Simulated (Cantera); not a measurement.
Charge: 1 mol Cu2O, 1.4 mol CO, 0.27 mol N2, equilibrated at 2.60 bar.

Method: chemical equilibrium by Gibbs-energy minimisation in Cantera with the NASA 1993 tables (ideal gas, pure condensed phases). Candidate condensed phases: C, Cu, CuO, Cu2O; 27 gas species. Kinetics and transport are ignored.

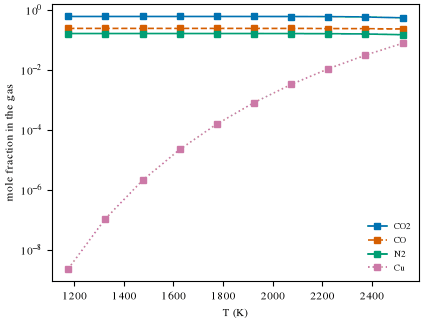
*Equilibrium gas composition (values under 1e-9 drawn at 1e-9)*

From 1175 K to 1325 K the condensed part is Cu(s). From 1475 K to 2525 K the condensed part is Cu(l).
